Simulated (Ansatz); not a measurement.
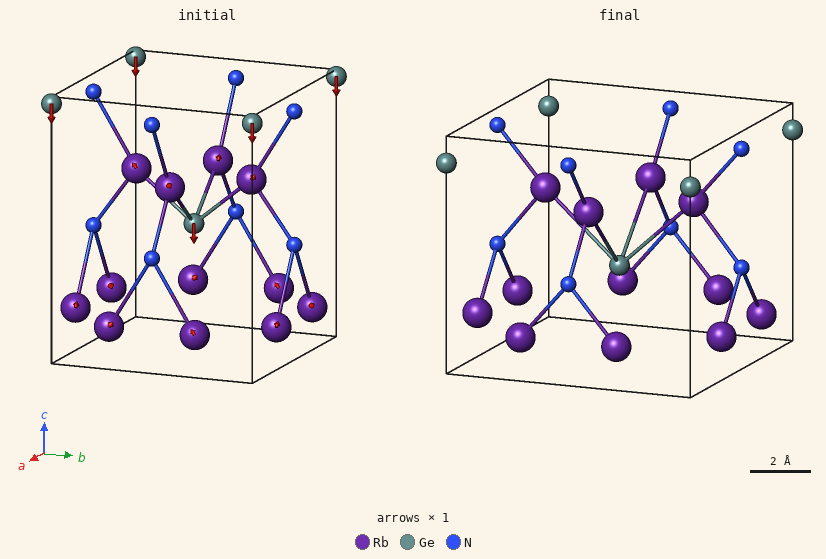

The structure of a crystal of Rb4GeN2 (a generated structure, set up in I4mm) (coarse preliminary run) before (left) and after (right) a relaxation, at one scale. The red arrows give the displacements (the part carried along by the change of the cell is left out), at their true length.

A ball-and-stick model of the conventional cell (2 times the calculation's cell), seen slightly off an axis. Lengths and directions refer to the drawn axes.

Theory: Ansatz, DFT PBE, scalar-relativistic, plane waves, PAW.

Input
```yaml
crystal:
  lattice:
    - [-3.67713451, 3.67713451, 4.63748157]
    - [3.67713451, -3.67713451, 4.63748157]
    - [3.67713451, 3.67713451, -4.63748157]
  atoms:
    - { symbol: Rb, position: [0.16000005, 0.87365073, 0.71365068] }
    - { symbol: Rb, position: [0.16000005, 0.44634937, 0.28634932] }
    - { symbol: Rb, position: [0.87365073, 0.16000005, 0.71365068] }
    - { symbol: Rb, position: [0.44634937, 0.16000005, 0.28634932] }
    - { symbol: Ge, position: [0.97414904, 0.97414904, 0.0] }
    - { symbol: "N", position: [0.93115904, 0.43115904, 0.5] }
    - { symbol: "N", position: [0.43115904, 0.93115904, 0.5] }
basis:
  ecutwfc: 420
kpoints:
  mp_grid: { grid: [4, 4, 4] }
hamiltonian:
  xc: pbe
scf:
  occupations: { method: gaussian, width: 0.1 }
  lower_state_search: "off"
output:
  forces: true
  stress: true
  eigenvalues: true
relax:
  adjacent_minimum: "off"
  f_tol: 0.04
  max_steps: 70
  cell: { stress_tol: 0.4 }
```

Command:
```bash
ansatz run input.yaml --threads 1 --pin off --max-ram 2560MiB --backend cpu --events-out ev --progress --plain --runs-dir out
```

Summarise the run.

Answer. Over 10 accepted moves (12 points after the start) the energy falls by 3.903 eV per cell of the calculation. Largest force component: 5.6 eV/Å at the start, 0.012 eV/Å at the end. The pressure goes from 5.46 to 0.04 GPa. The SCF was repeated twice at an unchanged geometry on a basis and grid sized afresh for the cell, which shifted the energy by 0.108 eV per cell of the calculation at most. The largest move relative to the cell is that of Ge5, 0.72 Å along −c. By element the largest moves are Ge 0.72 Å, Rb 0.25 Å, N 0.03 Å. The volume changes by +31.5 %, with a = b 7.354 → 8.937 Å (+21.5 %), c 9.275 → 8.256 Å (−11.0 %). Near-neighbour distances that change, for instance: Rb1–Ge5 2.721 → 3.657 Å, Rb1–Rb3 2.978 → 3.838 Å, Rb1–Rb2 3.142 → 3.509 Å, Rb1–N7 2.965 → 2.670 Å. Bond angles that change, for instance: Rb3–N6–Rb4 64.0° → 82.2°, N6–Rb1–N7 111.5° → 99.2°, Ge5–Rb1–N7 161.3° → 173.2°. The space group stays I4mm (No. 107).
